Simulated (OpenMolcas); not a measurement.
# Mo²⁺ among point charges: CASSCF and CASPT2 levels and susceptibility

How does a field of 8 point charges split the states of Mo²⁺, and what χT follows?

The numbers are computed with OpenMolcas 26.06 (state-averaged CASSCF and CASPT2, spin-orbit coupling by RASSI with atomic mean-field integrals), except any that are marked as measured or tabulated.

### 1 What is computed

* Species: Mo²⁺ (molybdenum, Z = 42, 40 electrons)
* Basis: ANO-RCC-VTZP [7s6p4d2f1g], 68 functions
* Scalar Hamiltonian: DKH2, point nucleus
* Inactive shells: 1s 2s 2p 3s 3p 3d 4s 4p
* Active space: 4 electrons in 5 orbitals (4d)
* Some configurations of this space: 4d⁴
* Orbitals: optimised for each spin and parity, averaged over all roots

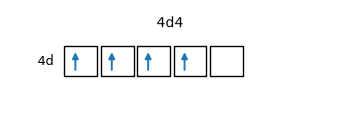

The shells outside the core, filled by Hund's rule for the drawing.

The ion sits among 8 point charges of -1.2 e arranged as a cube (Oh), 2.22 Å from the ion.

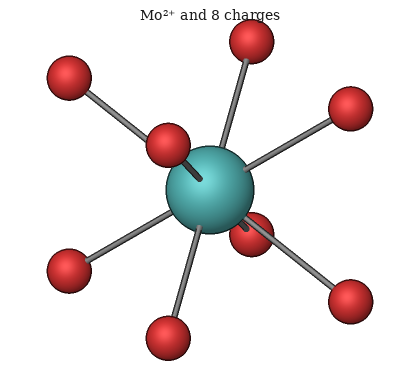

The ion and the point charges (red).

The work runs as a chain of OpenMolcas steps in one folder; each step below is one input file. Labels, J, g values, rates, χT and fits are worked out afterwards by a script from the matrices that RASSI stores. The input lists half of the charges; inversion (Group=XYZ) makes the rest.

### 2 One- and two-electron integrals

Contents of a.inp:

```
&GATEWAY
Coord
1

Mo 0.0 0.0 0.0
Basis=ANO-RCC-VTZP
Group=XYZ
NoMove
AngMom=0.0 0.0 0.0
AMFI
XField
4 Angstrom 0
1.281718 1.281718 1.281718 -1.200000
1.281718 1.281718 -1.281718 -1.200000
1.281718 -1.281718 1.281718 -1.200000
1.281718 -1.281718 -1.281718 -1.200000
&SEWARD
```

Started as:

```bash
$ OMP_NUM_THREADS=1 MOLCAS_MEM=1689 MOLCAS_PROJECT=a pymolcas a.inp > a.log
```

### 3 Reference wave functions, quintets of even parity, 5 roots

Contents of a.inp:

```
&RASSCF
FileOrb=start.orb
Symmetry=1
Spin=5
nActEl=4 0 0
Inactive=9 9
Ras2=5 0
CIRoot=5 5 1
SDav=5
CIMx=300
Iter=120 100
PrWF=0.3
OrbListing=Nothing
MaxOrb=0
>>> COPY $Project.JobIph JOB001
```

start.orb holds the contracted functions of the basis, ordered by shell, or the orbitals of the step before.

### 4 Reference wave functions, triplets of even parity, 45 roots

Contents of a.inp:

```
&RASSCF
FileOrb=start.orb
Symmetry=1
Spin=3
nActEl=4 0 0
Inactive=9 9
Ras2=5 0
CIRoot=45 45 1
SDav=45
CIMx=300
Iter=120 100
PrWF=0.3
OrbListing=Nothing
MaxOrb=0
>>> COPY $Project.JobIph JOB002
```

### 5 Reference wave functions, singlets of even parity, 50 roots

Contents of a.inp:

```
&RASSCF
FileOrb=start.orb
Symmetry=1
Spin=1
nActEl=4 0 0
Inactive=9 9
Ras2=5 0
CIRoot=50 50 1
SDav=50
CIMx=300
Iter=120 100
PrWF=0.3
OrbListing=Nothing
MaxOrb=0
>>> COPY $Project.JobIph JOB003
```

### 6 State interaction with spin-orbit coupling

Contents of a.inp:

```
&RASSI
NrOfJobIphs=3 5 45 50
1 2 3 4 5
1 2 3 4 5 6 7 8 9 10 11 12 13 14 15 16 17 18 19 20 21 22 23 24 25 26 27
28 29 30 31 32 33 34 35 36 37 38 39 40 41 42 43 44 45
1 2 3 4 5 6 7 8 9 10 11 12 13 14 15 16 17 18 19 20 21 22 23 24 25 26 27
28 29 30 31 32 33 34 35 36 37 38 39 40 41 42 43 44 45 46 47 48 49 50
IphNames
JOB001
JOB002
JOB003
EJob
SpinOrbit
DIPRint=1.0
SOCoupling=1000.0
Subsets=2
Property=9
'ANGMOM' 1 'ANGMOM' 2 'ANGMOM' 3 'MLTPL  1' 1 'MLTPL  1' 2 'MLTPL  1' 3
'AMFI' 1 'AMFI' 2 'AMFI' 3
SOProperty=3
'ANGMOM' 1 'ANGMOM' 2 'ANGMOM' 3
```

### 7 CASPT2: IPEA 0.25, imaginary shift 0.1 (closed shells correlated: 4s 4p)

Contents of a.inp:

```
>>> COPY JOB001 $Project.JobIph
&CASPT2
Multistate=5 1 2 3 4 5
NoMult
Frozen=8 6
IPEA=0.25
Imaginary=0.1
MaxIter=60
WThr=0.0 0.3 0.05
PrWF=0.5
NoMix
>>> COPY JOB002 $Project.JobIph
&CASPT2
Multistate=45 1 2 3 4 5 6 7 8 9 10 11 12 13 14 15 16 17 18 19 20 21 22
23 24 25 26 27 28 29 30 31 32 33 34 35 36 37 38 39 40 41 42 43 44 45
NoMult
Frozen=8 6
IPEA=0.25
Imaginary=0.1
MaxIter=60
WThr=0.0 0.3 0.05
PrWF=0.5
NoMix
>>> COPY JOB003 $Project.JobIph
&CASPT2
Multistate=50 1 2 3 4 5 6 7 8 9 10 11 12 13 14 15 16 17 18 19 20 21 22
23 24 25 26 27 28 29 30 31 32 33 34 35 36 37 38 39 40 41 42 43 44 45 46
47 48 49 50
NoMult
Frozen=8 6
IPEA=0.25
Imaginary=0.1
MaxIter=60
WThr=0.0 0.3 0.05
PrWF=0.5
NoMix
```

(Steps that only read results are left out.)

Q: Predict the outcome of this session. Wanted: spin-free ground state; first state of the same spin within the active space; lowest level; next level.

The runs gave:

```
                                            quantity                                                                        value
                                              method  SS-CASPT2, IPEA 0.25, imaginary shift 0.1 (closed shells correlated: 4s 4p)
                              spin-free ground state                                              5T2, 3-fold in its orbital part
first state of the same spin within the active space                                                              5E at 7120 cm⁻¹
                                        lowest level                                                                    1-fold A1
                                          next level                                                                   123.7 cm⁻¹
                                         χT at 300 K                                                               1.83 cm³ K/mol
                           effective moment at 300 K                                                                      3.83 μB
```

Cost by method:

```
                                              method  time of its own steps  time with the reference
                                           A. CASSCF                   30 s                     30 s
B. SS-CASPT2, IPEA 0.25, imaginary shift 0.1, +4s 4p                   15 s                     45 s
```

Times are of one thread on a shared host.

In words: The spin-free ground state (5T2) comes to 100 % from free-ion D terms and keeps the highest spin of the shell. χT at 300 K is 1.83, against 3.01 cm³ K/mol for the spin alone, so spin-orbit coupling lowers it. An active space of the d shell alone favours high spin; real ions in strong fields can be low spin. A ligand-field fit to the states below 45000 cm-1 gives 10Dq = -7019 cm-1, B = 575 cm-1 and C = 2469 cm-1 (C/B = 4.29), with a deviation of 562 cm-1. CASPT2 does not keep the components of a term degenerate, and the means are used. The field of point charges can differ much from that of real complexes. With metal d orbitals alone active, the gaps between spin states are rough; where two lie within a few thousand cm-1, their order is open. This is an electrostatic model: the charges have no orbitals.
